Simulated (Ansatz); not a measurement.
# The perfect GaP wire along [110], 16 atoms a period, H-terminated, part 2 of 3

Wanted: the relaxed geometry and the bands of the GaP wire along [110], 16 atoms a period, H-terminated.

Ansatz 0.2.0; DFT PBE, plane waves, PAW; relaxation of a wire's period; PAW set soft_1 (the session's first sound run).

So far: The starting structure; Relaxation of atoms and period.

## Step 2: Relaxation of atoms and period (continued)

Step by step:

```
step  energy less that of the first step (eV)  largest force component (eV/Å)  pressure (GPa)  volume (Å³)
   1                                   0.0000                          1.3915            0.15      1216.33
   2                                  -0.7309                          0.3940           -0.02      1240.39
   3                                  -0.7640                          0.1340           -0.01      1247.40
   4                                  -0.7713                          0.0730            0.02      1248.36
   5                                  -0.7672                          0.0870           -0.02      1247.90
   6                                  -0.7747                          0.0063            0.00      1248.62
  7*                                  -0.7795                          0.0063            0.00      1248.62
```

Relaxation steps marked * repeat the geometry before them on a plane-wave basis chosen anew for their cell, so energy and pressure can jump there. Relaxation step 5 was tried and not accepted.

Forces are held to the 4 operations that the run works with; a distortion that breaks them can't arise in this run.

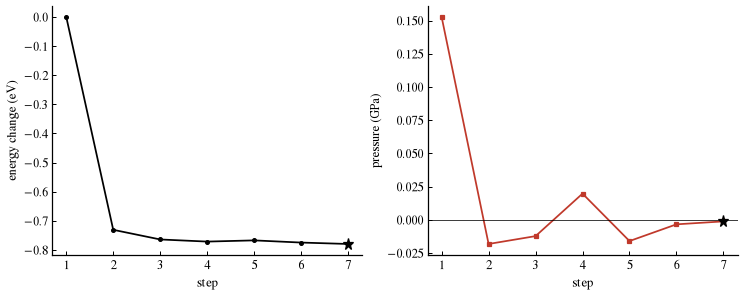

Energy and pressure along the relaxation. Stars mark steps on a basis chosen anew.

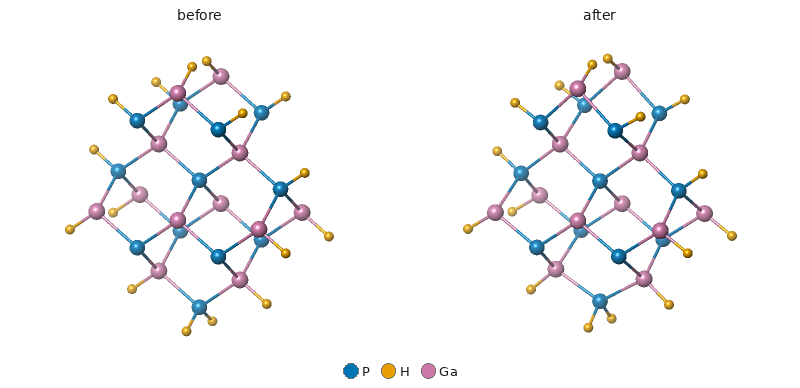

The structure before and after the relaxation, drawn at the same scale.

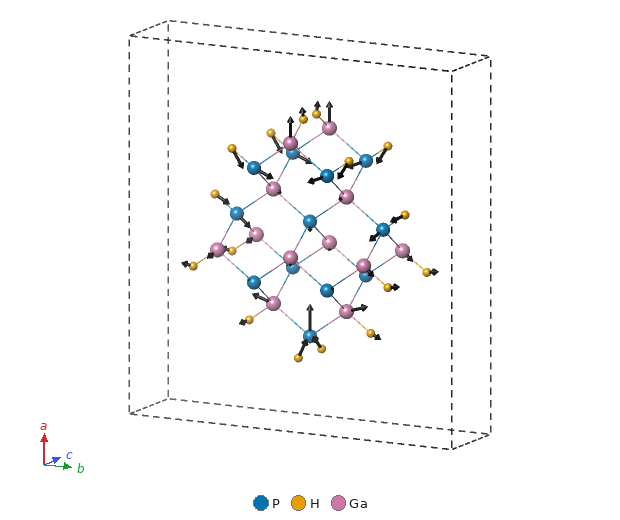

Displacements in the relaxation, exaggerated, measured against the changing cell; the longest in the cell stands for 0.25 Å. Some periodic images of atoms are drawn too.

| cell as run | before | after | change |
| --- | --- | --- | --- |
| c (Å) | 3.896 | 4.000 | +2.7 % |

The atoms that moved most (Å, along periodic axes as changes of fractional coordinates times the final cell, across vacuum about the mean position):

```
atom      dx      dy      dz  length
 P10   0.251   0.000   0.000   0.251
 Ga7   0.199   0.000   0.000   0.199
 H23   0.127   0.000  -0.145   0.193
  H8   0.127   0.000   0.145   0.193
  H6  -0.156   0.101   0.000   0.186
 H28  -0.156  -0.101   0.000   0.186
Ga14   0.053   0.170   0.000   0.178
Ga13   0.053  -0.170   0.000   0.178
```

Final coordinates:

```cif
data_structure
_symmetry_space_group_name_H-M 'P 1'
_symmetry_Int_Tables_number 1
_cell_length_a 18.1800
_cell_length_b 17.1720
_cell_length_c 3.9996
_cell_angle_alpha 90.000
_cell_angle_beta 90.000
_cell_angle_gamma 90.000
_cell_volume 1248.62
loop_
_atom_site_label
_atom_site_type_symbol
_atom_site_fract_x
_atom_site_fract_y
_atom_site_fract_z
_atom_site_occupancy
P1 P 0.38442 0.38539 0.00000 1
H2 H 0.41037 0.19255 0.00000 1
Ga3 Ga 0.45661 0.26931 0.00000 1
Ga4 Ga 0.45844 0.50001 0.00000 1
P5 P 0.68357 0.39566 0.00000 1
H6 H 0.72390 0.32447 0.00000 1
Ga7 Ga 0.77378 0.50001 0.00000 1
H8 H 0.19402 0.50001 0.23648 1
H9 H 0.81796 0.50001 0.32643 1
P10 P 0.24626 0.50001 0.50000 1
H11 H 0.25602 0.30686 0.50000 1
H12 H 0.25602 0.69317 0.50000 1
Ga13 Ga 0.31113 0.37666 0.50000 1
Ga14 Ga 0.31113 0.62337 0.50000 1
P15 P 0.53053 0.27929 0.50000 1
P16 P 0.53053 0.72074 0.50000 1
P17 P 0.53297 0.50001 0.50000 1
H18 H 0.57718 0.21259 0.50000 1
H19 H 0.57718 0.78743 0.50000 1
Ga20 Ga 0.61058 0.38846 0.50000 1
Ga21 Ga 0.61058 0.61157 0.50000 1
H22 H 0.81796 0.50001 0.67357 1
H23 H 0.19402 0.50001 0.76352 1
P24 P 0.38442 0.61463 0.00000 1
H25 H 0.41037 0.80748 0.00000 1
Ga26 Ga 0.45661 0.73072 0.00000 1
P27 P 0.68357 0.60437 0.00000 1
H28 H 0.72390 0.67556 0.00000 1
```

This step gave:

```
cell length along the wire : 4.000 Å
```

The cell's length comes to 4.000 Å with spin left out.

## Step 3: The wire at its relaxed period

This step: DFT PBE, plane waves, PAW; bands of a perfect wire; PAW set soft_1 (Ansatz 0.2.0).

At the relaxed period the bands are computed along the axis; those that cross an energy going forward count the channels that a perfect wire would open there.

Contents of input.yaml:

```yaml
crystal:
  lattice:
    - [18.18, 0.0, 0.0]
    - [0.0, 17.172, 0.0]
    - [0.0, 0.0, 3.9995912704]
  atoms:
    - { symbol: P, position: [0.384423155, 0.385393764, 0.0] }
    - { symbol: H, position: [0.410367155, 0.192545764, 0.0] }
    - { symbol: Ga, position: [0.456606815, 0.269305336, 0.0] }
    - { symbol: Ga, position: [0.458444501, 0.500012984, 0.0] }
    - { symbol: P, position: [0.68357087, 0.395656618, 0.0] }
    - { symbol: H, position: [0.723896573, 0.324470281, 0.0] }
    - { symbol: Ga, position: [0.773776207, 0.500012984, 0.0] }
    - { symbol: H, position: [0.194021112, 0.500012984, 0.236475131] }
    - { symbol: H, position: [0.817963942, 0.500012984, 0.326427053] }
    - { symbol: P, position: [0.24626255, 0.500012984, 0.5] }
    - { symbol: H, position: [0.256022399, 0.306860579, 0.5] }
    - { symbol: H, position: [0.256022399, 0.693165389, 0.5] }
    - { symbol: Ga, position: [0.311134072, 0.376660072, 0.5] }
    - { symbol: Ga, position: [0.311134072, 0.623365896, 0.5] }
    - { symbol: P, position: [0.530529821, 0.279288445, 0.5] }
    - { symbol: P, position: [0.530529821, 0.720737523, 0.5] }
    - { symbol: P, position: [0.532971143, 0.500012984, 0.5] }
    - { symbol: H, position: [0.577175208, 0.212594061, 0.5] }
    - { symbol: H, position: [0.577175208, 0.787431907, 0.5] }
    - { symbol: Ga, position: [0.610577623, 0.388458236, 0.5] }
    - { symbol: Ga, position: [0.610577623, 0.611567732, 0.5] }
    - { symbol: H, position: [0.817963942, 0.500012984, 0.673572947] }
    - { symbol: H, position: [0.194021112, 0.500012984, 0.763524869] }
    - { symbol: P, position: [0.384423155, 0.614632204, 0.0] }
    - { symbol: H, position: [0.410367155, 0.807480204, 0.0] }
    - { symbol: Ga, position: [0.456606815, 0.730720632, 0.0] }
    - { symbol: P, position: [0.68357087, 0.60436935, 0.0] }
    - { symbol: H, position: [0.723896573, 0.675555687, 0.0] }
kpoints:
  mp_grid: { grid: [1, 1, 21] }
  band_path: { path: ["Γ", Z], npoints: 90 }
scf:
  occupations: { method: fermi_dirac, width: 0.05 }
hamiltonian:
  xc: pbe
  pseudopotentials: { kind: paw, azcp: { folder: soft_1 } }
output:
  dos: { e_range: [-5, 4] }
  write_potential: true
  write_density: true
  volumetric_format: npy
```

Launch:

```console
$ ansatz run input.yaml --threads 4 --pin off --max-ram 16384MiB --backend cpu --events-out ev --progress --plain --runs-dir out
```

Numbers of over 12 decimals in the logs are rounded to 6 here.

The log of the run:

```text
[...]
Crystal: 28 atoms, lattice volume = 1248.620 Å³
Basis set: ecut = 420 eV, 24457 PW (Γ)
Bands: 106, of which v1, the nominal top of the filled ones, is band 78 counted from 1 (77 counted from 0)
Symmetry: 4 space group operations
[...]
k-points: 11 of 21
[...]
SCF iter   1: F=—  HF=-36508.388248 eV  |F-HF|=—  |Δ(HF+E_count)|=         —  Δρ=3.66e-2  dr2=1.63e1  ethr=3.10e-3  ⟨swp⟩=9.3  Hψ=5976  notcnv=0  defer=44
[...]
SCF iter  10: F=-36503.399569 eV  HF=-36503.399569 eV  |F-HF|=2.55e-8  |Δ(HF+E_count)|=   5.01e-7  Δρ=1.77e-6  dr2=8.34e-8  ethr=6.41e-11  ⟨swp⟩=16.7  Hψ=7166  notcnv=0
SCF 1 converged in 10 iterations: F = -36503.399569 eV  dr2 = 8.34e-8
[...]
NSCF: frozen V_eff on 91 k-points
WARN: The output density's exchange-correlation potential varies sharply where the density is thin. Do not read a vacuum level from v_tot or v_xc, or from such a field of the output density. On a cell that repeats whose density bears no net charge and no dipole along the vacuum's axis use v_es (v_loc + v_h of the components); under efield.dipole_correction with no amplitude use v_es + v_field, which holds any externa [...]
SCF converged after 10 iterations
Free energy (F): -36503.399569 eV
[...]
Internal energy: -36503.399560 eV  (E = F + TS)
E sigma→0 (E₀):  -36503.399564 eV
Entropy (-TS):   -0.000009 eV (-0.000 meV/atom)
Fermi energy:    -0.292577 eV
[...]
--- Band table (eV; the first three rows and the last of 11) ---
  k-point 0: bands = [... 74 lower, -2.5758, -2.4703, -2.3516, -0.7687, 0.1837, 0.3416, 0.4023, 0.6316, ... 24 higher]
  k-point 1: bands = [... 74 lower, -2.5747, -2.5675, -2.4253, -0.8882, 0.3225, 0.4690, 0.5330, 0.7482, ... 24 higher]
  k-point 2: bands = [... 74 lower, -2.6696, -2.6298, -2.5265, -1.1711, 0.6884, 0.7925, 0.8686, 1.0259, ... 24 higher]
  k-point 10: bands = [... 74 lower, -3.4022, -3.3893, -3.1436, -2.8373, 0.7623, 1.0260, 1.1405, 1.1676, ... 24 higher]
```

Elapsed: 6 min, on 4 threads of Arm Neoverse V1, shared host; peak memory 6.7 GiB; 24 min of CPU time.

This step gave:

```
band gap : 0.9524 eV
```

The electronic bands at the labelled points (eV, zero at the Fermi level; v1 is the highest filled band, c1 the lowest empty one):

| point | v4 | v3 | v2 | v1 | c1 | c2 | c3 | c4 |
| --- | --- | --- | --- | --- | --- | --- | --- | --- |
| Γ | -2.28 | -2.18 | -2.06 | -0.48 | 0.48 | 0.63 | 0.69 | 0.92 |
| Z | -3.10 | -3.10 | -2.86 | -2.55 | 1.05 | 1.32 | 1.42 | 1.48 |

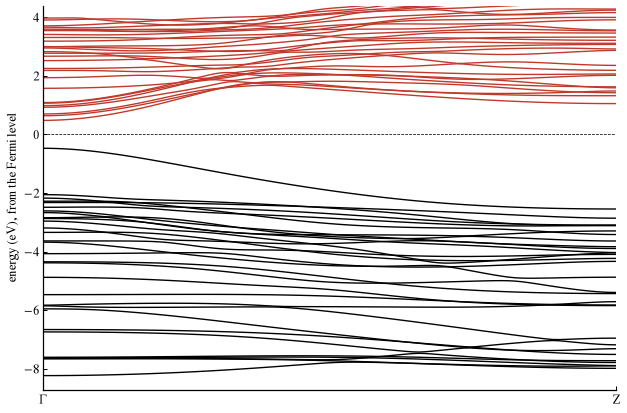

Electronic bands along the path; lines of filled and empty bands in two colours.

The gap is 0.952 eV, with spin left out.

On this path the gap is direct, 0.95 eV, with the valence top at Γ and the conduction bottom at Γ.

## Step 4: Another level of theory, cutoff 500 eV, k-mesh 1×1×16

This step: DFT r2SCAN, plane waves, PAW; bands of a perfect wire at the PBE geometry; PAW set soft_1 (Ansatz 0.2.0).

The atoms stay at the PBE geometry and the functional changes. r2SCAN also reads the kinetic-energy density; it often gives larger moments and wider gaps than PBE, at a higher cost. Against the first PBE run of this kind, the cutoff is 500 eV against 420 and the mesh along the wire has 16 points against 21.

input.yaml, as its differences from that of step 3:

```diff
@@ -35,3 +35,3 @@
 kpoints:
-  mp_grid: { grid: [1, 1, 21] }
+  mp_grid: { grid: [1, 1, 16] }
   band_path: { path: ["Γ", Z], npoints: 90 }
@@ -40,8 +40,3 @@
 hamiltonian:
-  xc: pbe
+  xc: r2scan
   pseudopotentials: { kind: paw, azcp: { folder: soft_1 } }
-output:
-  dos: { e_range: [-5, 4] }
-  write_potential: true
-  write_density: true
-  volumetric_format: npy
```

The log of the run:

```text
[...]
Crystal: 28 atoms, lattice volume = 1248.620 Å³
Basis set: ecut = 500 eV, 31763 PW (Γ), exchange–correlation on 540×512×120 points (64 copies of the dense FFT grid, shifted against one another)
Bands: 106, of which v1, the nominal top of the filled ones, is band 78 counted from 1 (77 counted from 0)
Symmetry: 4 space group operations
[...]
k-points: 9 of 16
[...]
--- Band table (eV; the first three rows and the last of 9) ---
  k-point 0: bands = [... 74 lower, -2.7851, -2.6967, -2.5700, -0.9199, 0.2475, 0.4937, 0.5220, 0.7833, ... 24 higher]
  k-point 1: bands = [... 74 lower, -2.8464, -2.7978, -2.6837, -1.1141, 0.4850, 0.7129, 0.7467, 0.9785, ... 24 higher]
  k-point 2: bands = [... 74 lower, -3.0143, -2.8815, -2.7848, -1.5413, 1.0768, 1.2155, 1.2810, 1.3611, ... 24 higher]
  k-point 8: bands = [... 74 lower, -3.6597, -3.6593, -3.4130, -3.0781, 0.8661, 1.1383, 1.2933, 1.3203, ... 24 higher]
[key lines of the parts left out:]
SCF converged after 10 iterations
Free energy (F): -36591.089561 eV
Fermi energy:    -0.335898 eV
```

The job ended after 8.9 min (4 threads; peak memory 9.9 GiB; 35 min of CPU time).

This step gave:

- band gap: 1.167 eV

The gap is 1.17 eV, against 0.952 eV under PBE at the relaxed period.

## Step 5: Another level of theory, level HSE06, cutoff 420 eV

This step: DFT HSE06, plane waves, PAW; levels of a perfect wire at the PBE geometry; PAW set soft_1 (Ansatz 0.2.0).

The atoms stay at the PBE geometry and the functional changes. HSE06 mixes in a quarter of short-range exact exchange, which removes part of the self-interaction that closes gaps; it is dear, so the mesh is thinner and no path is run. Against the first PBE run of this kind, the mesh along the wire has 8 points against 21.

input.yaml, as its differences from that of step 4:

```diff
@@ -35,4 +35,3 @@
 kpoints:
-  mp_grid: { grid: [1, 1, 16] }
-  band_path: { path: ["Γ", Z], npoints: 90 }
+  mp_grid: { grid: [1, 1, 8] }
 scf:
@@ -40,3 +39,3 @@
 hamiltonian:
-  xc: r2scan
+  xc: hse06
   pseudopotentials: { kind: paw, azcp: { folder: soft_1 } }
```

The log of the run:

```text
[...]
Fermi energy:    -0.416164 eV
[...]
--- Band table (eV; the first three rows and the last of 5) ---
  k-point 0: bands = [... 74 lower, -3.1109, -2.9933, -2.8600, -1.2845, 0.4526]
  k-point 1: bands = [... 74 lower, -3.3295, -3.2230, -3.1070, -1.8959, 1.3083]
  k-point 2: bands = [... 74 lower, -3.5835, -3.3744, -3.3706, -2.7596, 1.6324]
  k-point 4: bands = [... 74 lower, -4.0305, -4.0088, -3.7639, -3.4289, 1.1205]
  guard bands above this table: 27 of the run's 106 bands. The solve was not asked for them (output.publish_guard_bands: true or output.eigenvalues: true publishes all)
[key lines of the parts left out:]
Free energy (F): -36511.957226 eV
```

It took 10 min on 4 threads; peak memory 6.3 GiB; 40 min of CPU time.

This step gave:

- band gap: 1.737 eV

The gap is 1.74 eV, against 0.952 eV under PBE at the relaxed period.

## Step 6: Two-component spinors, k-mesh 1×1×13

This step: DFT PBE, plane waves, fully relativistic PAW; bands of a perfect wire with spin-orbit coupling; PAW set soft_1 (Ansatz 0.2.0).

Spin-orbit coupling mixes the spins and splits bands that cross or touch without it, so it can open or close channels. Fully relativistic datasets take the place of the scalar ones. Against the first PBE run of this kind, the mesh along the wire has 13 points against 21.

input.yaml, as its differences from that of step 5:

```diff
@@ -35,3 +35,4 @@
 kpoints:
-  mp_grid: { grid: [1, 1, 8] }
+  mp_grid: { grid: [1, 1, 13] }
+  band_path: { path: ["Γ", Z], npoints: 90 }
 scf:
@@ -39,3 +40,6 @@
 hamiltonian:
-  xc: hse06
-  pseudopotentials: { kind: paw, azcp: { folder: soft_1 } }
+  xc: pbe
+  pseudopotentials: { kind: paw_fr, azcp: { folder: soft_1 } }
+magnetization:
+  noncollinear: true
+  spin_orbit: true
```

The log of the run:

```text
[...]
non-collinear run that drives no moment, with spin-orbit: no starting moment large enough to seed its density (crystal.atoms[].spin), no starting occupations that ask for one, no magnetisation constraint and no magnetic field, so the semilocal B_xc is pinned to zero
Crystal: 28 atoms, lattice volume = 1248.620 Å³
Basis set: ecut = 420 eV, 24457 PW (Γ)
[...]
k-point 0: bands = [... 152 lower, -2.3488, -2.3488, -0.7696, -0.7696, 0.1838, 0.1838, 0.3412, 0.3412, ... 52 higher]
  k-point 1: bands = [... 152 lower, -2.5149, -2.4775, -1.0665, -1.0362, 0.5211, 0.5321, 0.6467, 0.6571, ... 52 higher]
  k-point 2: bands = [... 152 lower, -2.6095, -2.5976, -1.6129, -1.5703, 1.2615, 1.2687, 1.2718, 1.2760, ... 52 higher]
  k-point 6: bands = [... 152 lower, -3.1276, -3.1255, -2.8322, -2.8276, 0.7710, 0.7717, 1.0258, 1.0282, ... 52 higher]
[key lines of the parts left out:]
SCF converged after 11 iterations
Magnetization: |M| = 0.0000 μB,  M = (+0.0000, +0.0000, +0.0000) μB
Free energy (F): -36504.067949 eV
Fermi energy:    -0.294150 eV
```

It took 59 min on 4 threads; peak memory 14 GiB; 3.9 h of CPU time.

Numbers from this step:

* band gap: 0.9534 eV

The gap is 0.953 eV, against 0.952 eV under PBE at the relaxed period, with no moment.

## Step 7: All levels side by side

Times are for 4 threads of Arm Neoverse V1, shared host. The runs compared:

| no. | run | band gap (eV) | time | memory (GiB) |
| --- | --- | --- | --- | --- |
| 1 | lead | 0.9524 | 6 min | 6.7 |
| 2 | levels | 1.167 | 8.9 min | 9.9 |
| 3 | levels | 1.737 | 10 min | 6.3 |
| 4 | SOC | 0.9534 | 59 min | 14 |

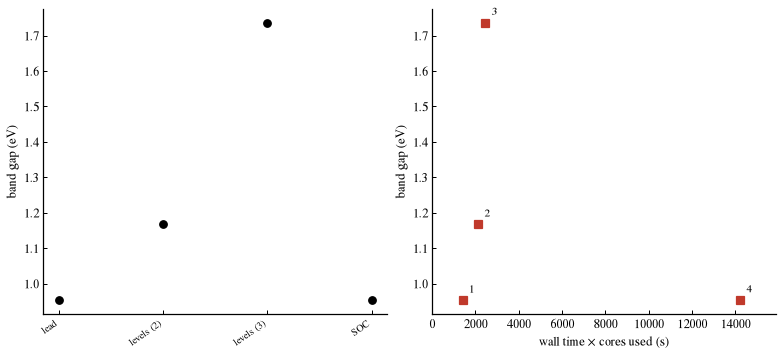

The series as plots; the last panel sets the first result against cost, with the runs numbered as in the table.

(Continued in part 3 of 3.)

[Logs are printed without paths, hosts, clocks, repeated set-up lines and the standing remarks that a program may print on its own settings, such as how far it seeks lower states.]

[Hosts, paths, dates, database ids (printed as entryN), source tags and the programs' standing remarks are cut or masked in the printed files.]
